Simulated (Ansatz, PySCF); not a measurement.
Breaking the Ge1–H2 bond in GeH2O (SMILES [OH][GeH]) (multiplicity 1 held, fragments rigid). Energies count from the point at 1.623 Å.
Geometry at that point (charge 0, multiplicity 1):
```xyz
4

Ge    -0.2353    -0.2010     0.2473
H     -1.4109    -0.0317    -0.8587
O      1.0252     0.6808    -0.6889
H      0.7380     1.0157    -1.5451
```

Unrestricted levels (U-) break spin symmetry where that is lower. Active spaces are followed from a long bond inwards. Levels need not reach the same state.

Correlated levels freeze the cores. Filled d and f shells under p-block atoms count as core. Rows in LANL2DZ carry no dispersion term and start afresh at each structure. LANL2DZ brings its own core potentials from Na on.

Codes used: Ansatz (a quantum-chemistry and plane-wave program); PySCF for LANL2DZ rows. 

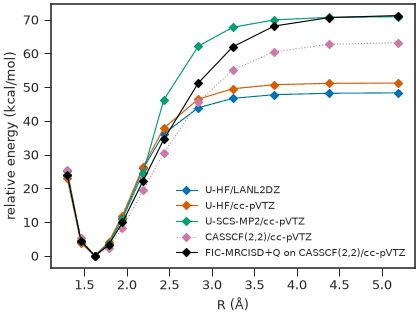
*Relative energy along the coordinate*

Doubts at one or more of the structures used: a spin-contaminated determinant (U-HF/LANL2DZ, U-HF/cc-pVTZ, U-SCS-MP2/cc-pVTZ).
